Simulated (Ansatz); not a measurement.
# C₂H₆O₃W: basis-set convergence

Aim: see how fast density functionals converge with the basis set for C₂H₆O₃W.

Method: one geometry, several basis sets; program: Ansatz 0.2.0, Gaussian basis.

Levels to be run: PBE0-D4/def2-SVP; ωB97M-V/def2-SVP; PBE0-D4/def2-QZVPP; ωB97M-V/def2-QZVPP; the functionals' def2-TZVPP values are taken from earlier runs.

### Step 1. The geometry

The geometry comes from an earlier relaxation with PBE0-D4 in a triple-zeta def2 set; it is a stationary point, not always the lowest conformer. W takes the def2 core potential; no spin-orbit term is included.

SMILES `C[O][W]([CH3])(=[O])=[O]`, 12 atoms, charge 0, spin multiplicity 1.

Atoms are counted from 1 here; the program's logs count them from 0.

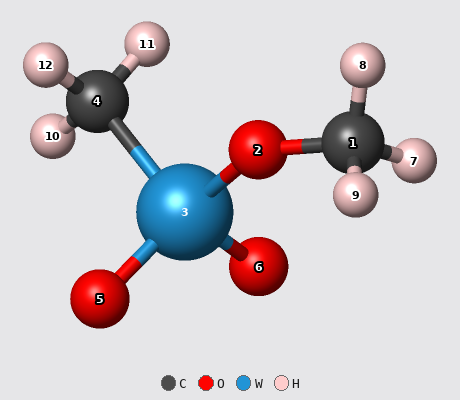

The geometry (carbon dark grey, oxygen red, tungsten blue, hydrogen pink); atoms are numbered from 1 in the order of the file.

Geometry (Å):

```
atom    x (Å)    y (Å)    z (Å)
  C1  -0.6487  -0.7118   2.1818
  O2   0.0733  -0.3077   1.0460
  W3   0.1558   0.8988  -0.3618
  C4   0.6483  -0.1489  -2.1297
  O5   1.3824   2.0706  -0.1663
  O6  -1.3285   1.6757  -0.6823
  H7  -1.7099  -0.4737   2.0744
  H8  -0.5318  -1.7909   2.3013
  H9  -0.2505  -0.2116   3.0676
 H10   0.7130   0.5409  -2.9741
 H11  -0.1191  -0.8970  -2.3475
 H12   1.6157  -0.6444  -2.0092
```

### Step 2. PBE0-D4 in def2-SVP

in.yaml reads:

```yaml
crystal:
  periodic: [false, false, false]
  atoms:
    - {symbol: C, position_ang: [-0.648703, -0.711836, 2.181751]}
    - {symbol: O, position_ang: [0.073254, -0.307688, 1.046003]}
    - {symbol: W, position_ang: [0.155817, 0.898784, -0.361834]}
    - {symbol: C, position_ang: [0.648275, -0.148882, -2.129711]}
    - {symbol: O, position_ang: [1.382429, 2.070596, -0.166336]}
    - {symbol: O, position_ang: [-1.328521, 1.675721, -0.682335]}
    - {symbol: H, position_ang: [-1.709896, -0.473667, 2.074364]}
    - {symbol: H, position_ang: [-0.531785, -1.790875, 2.301294]}
    - {symbol: H, position_ang: [-0.250505, -0.211600, 3.067589]}
    - {symbol: H, position_ang: [0.713017, 0.540888, -2.974110]}
    - {symbol: H, position_ang: [-0.119076, -0.896989, -2.347496]}
    - {symbol: H, position_ang: [1.615695, -0.644444, -2.009179]}
basis:
  gaussian: {orbitals: def2-SVP}
hamiltonian: {xc: pbe0, dispersion: d4}
output: {orbitals: {seedname: orbitals}}
```

The run is started by

```console
> ansatz run in.yaml --threads 4 --pin off --events-out ev --progress --plain --max-ram 11315MiB
```

Output:

```text
Functional definition: PBE0
  name "PBE0"
  cite "Adamo & Barone, J. Chem. Phys. 110, 6158 (1999) doi:10.1063/1.478522"
  cite "Perdew, Burke & Ernzerhof, Phys. Rev. Lett. 77, 3865 (1996) doi:10.1103/PhysRevLett.77.3865"
  parent pbe
  parameter a = 0.25
  parameter kappa = 0.804
  parameter beta = 0.06672455060314922
  exchange = (1 - a)*pbe_x(kappa = kappa, mu = beta*pi^2/3) + a*exact_x
  correlation = pbe_c(beta = beta)
1440 factors; their error is unknown
mean field evaluation 1: about -10107.3480 eV, gradient 9.9e1 eV
mean field evaluation 2: about -9968.8046 eV, gradient 2.8e2 eV
mean field evaluation 4: about -10125.5179 eV, gradient 2.3e1 eV
mean field evaluation 8: about -10126.4419 eV, gradient 5.4e-1 eV
mean field evaluation 16: about -10126.5004 eV, gradient 2.0e-4 eV
mean field -10126.50037862 eV, -372.1420249259 hartree, gradient 6.8e-5 eV, S^2 0.000000; 0 other end points of the search recorded, 0 dependent functions left out
reference -10126.50042919 eV, -372.1420267842 hartree; 28, 28 occupied and 104, 104 virtual orbitals, 1440 factors
Total energy: -10126.72280865 eV, -372.1501990788 hartree
```

Run time: 0.7 s. Hardware: 4 threads of AMD EPYC 9R45, shared host.

### Step 3. ωB97M-V in def2-SVP

Changes to in.yaml since step 2:

```diff
@@ -17,3 +17,3 @@
   gaussian: {orbitals: def2-SVP}
-hamiltonian: {xc: pbe0, dispersion: d4}
+hamiltonian: {xc: {name: wB97M-V}}
 output: {orbitals: {seedname: orbitals}}
```

Same command.

Output, shortened:

```text
Functional definition: wB97M-V
  name "wB97M-V"
  cite "Mardirossian & Head-Gordon, J. Chem. Phys. 144, 214110 (2016) doi:10.1063/1.4952647"
  cite "Becke, J. Chem. Phys. 107, 8554 (1997) doi:10.1063/1.475007"
  cite "Vydrov & Van Voorhis, J. Chem. Phys. 133, 244103 (2010) doi:10.1063/1.3521275"
  # Of w^i u^j: cxij and so on, Table III.
[...]
  gx(w, u) = 1 - cx + cx01*u + cx10*w
  gss(w, u) = css00 + css04*u^4 + css10*w + css20*w^2 + css43*w^4*u^3
  gos(w, u) = cos00 + cos10*w + (cos20 + cos21*u)*w^2 + (cos60 + cos61*u)*w^6
[...]
      + integral(e_c_pw_mod_opposite_spin*gos(b97_w_opposite, b97_u_opposite)) + vv10(b, c)
1415 factors; their error is unknown
319 factors; integrals over basis functions are off by at most 4.6e-5 eV
[...]
mean field -10130.00921594 eV, -372.2709723191 hartree, gradient 8.5e-5 eV, S^2 0.000000; 0 other end points of the search recorded, 0 dependent functions left out
reference -10130.00929469 eV, -372.2709752129 hartree; 28, 28 occupied and 104, 104 virtual orbitals, 1415 factors
Total energy: -10130.00929469 eV, -372.2709752129 hartree
```

Run time: 2.4 s. Hardware: 4 threads of AMD EPYC 9R45, shared host.

### Step 4. PBE0-D4 in def2-QZVPP

Changes to in.yaml since step 3:

```diff
@@ -16,4 +16,4 @@
 basis:
-  gaussian: {orbitals: def2-SVP}
-hamiltonian: {xc: {name: wB97M-V}}
+  gaussian: {orbitals: "def2-QZVPP.json"}
+hamiltonian: {xc: pbe0, dispersion: d4}
 output: {orbitals: {seedname: orbitals}}
```

Launched as before.

Output:

```text
Functional definition: PBE0
  name "PBE0"
  cite "Adamo & Barone, J. Chem. Phys. 110, 6158 (1999) doi:10.1063/1.478522"
  cite "Perdew, Burke & Ernzerhof, Phys. Rev. Lett. 77, 3865 (1996) doi:10.1103/PhysRevLett.77.3865"
  parent pbe
  parameter a = 0.25
  parameter kappa = 0.804
  parameter beta = 0.06672455060314922
  exchange = (1 - a)*pbe_x(kappa = kappa, mu = beta*pi^2/3) + a*exact_x
  correlation = pbe_c(beta = beta)
1738 factors; their error is unknown
mean field evaluation 1: about -10114.7170 eV, gradient 1.1e2 eV
mean field evaluation 2: about -9965.3521 eV, gradient 3.1e2 eV
mean field evaluation 4: about -10135.8863 eV, gradient 3.1e1 eV
mean field evaluation 8: about -10137.5245 eV, gradient 8.4e-1 eV
mean field evaluation 16: about -10137.5385 eV, gradient 9.2e-4 eV
mean field -10137.53852231 eV, -372.5476692246 hartree, gradient 3.3e-5 eV, S^2 0.000000; 0 other end points of the search recorded, 0 dependent functions left out
reference -10137.53856989 eV, -372.5476709730 hartree; 28, 28 occupied and 518, 518 virtual orbitals, 1738 factors
Total energy: -10137.76094935 eV, -372.5558432675 hartree
```

Run time: 4.4 s. Hardware: 4 threads of AMD EPYC 9R45, shared host; peak memory 2.1 GiB.

### Step 5. ωB97M-V in def2-QZVPP

Changes to in.yaml since step 4:

```diff
@@ -17,3 +17,3 @@
   gaussian: {orbitals: "def2-QZVPP.json"}
-hamiltonian: {xc: pbe0, dispersion: d4}
+hamiltonian: {xc: {name: wB97M-V}}
 output: {orbitals: {seedname: orbitals}}
```

Launched as before.

Output, shortened:

```text
Functional definition: wB97M-V
  name "wB97M-V"
  cite "Mardirossian & Head-Gordon, J. Chem. Phys. 144, 214110 (2016) doi:10.1063/1.4952647"
  cite "Becke, J. Chem. Phys. 107, 8554 (1997) doi:10.1063/1.475007"
  cite "Vydrov & Van Voorhis, J. Chem. Phys. 133, 244103 (2010) doi:10.1063/1.3521275"
  # Of w^i u^j: cxij and so on, Table III.
[...]
  gx(w, u) = 1 - cx + cx01*u + cx10*w
  gss(w, u) = css00 + css04*u^4 + css10*w + css20*w^2 + css43*w^4*u^3
  gos(w, u) = cos00 + cos10*w + (cos20 + cos21*u)*w^2 + (cos60 + cos61*u)*w^6
[...]
      + integral(e_c_pw_mod_opposite_spin*gos(b97_w_opposite, b97_u_opposite)) + vv10(b, c)
1698 factors; their error is unknown
438 factors; integrals over basis functions are off by at most 5.8e-6 eV
[...]
mean field -10141.39438597 eV, -372.6893696004 hartree, gradient 6.9e-5 eV, S^2 0.000000; 0 other end points of the search recorded, 0 dependent functions left out
reference -10141.39446128 eV, -372.6893723681 hartree; 28, 28 occupied and 518, 518 virtual orbitals, 1698 factors
Total energy: -10141.39446128 eV, -372.6893723681 hartree
```

It took 9.5 s on 4 threads of AMD EPYC 9R45, shared host; peak memory 2.6 GiB.

### Step 6. Density functionals: the series

The def2-TZVPP values come from earlier runs at the same geometry.

```
functional       basis  functions  energy (eV)  from the largest (eV)  HOMO (eV)  LUMO (eV)
   PBE0-D4    def2-SVP        132  -10126.7228                 11.038      -8.60      -1.65
   PBE0-D4  def2-TZVPP        295  -10137.2779                  0.483      -8.62      -1.67
   PBE0-D4  def2-QZVPP        546  -10137.7609                  0.000      -8.65      -1.70
   ωB97M-V    def2-SVP        132  -10130.0093                 11.385     -11.00       0.44
   ωB97M-V  def2-TZVPP        295  -10140.9331                  0.461     -11.01       0.43
   ωB97M-V  def2-QZVPP        546  -10141.3945                  0.000     -11.04       0.38
```

### Step 7. What came out

```
                                       quantity           value
PBE0-D4: double and triple zeta above quadruple  11.04, 0.48 eV
ωB97M-V: double and triple zeta above quadruple  11.39, 0.46 eV
```

What this shows: For PBE0-D4 the step from double to triple zeta gains 10.56 eV and the next only 0.48 eV. These are total energies; as a rule much of such shifts cancels in differences, which this series doesn't test.

For PBE0-D4 the largest set took about 6 times as long as the smallest (4.4 s against 0.7 s).
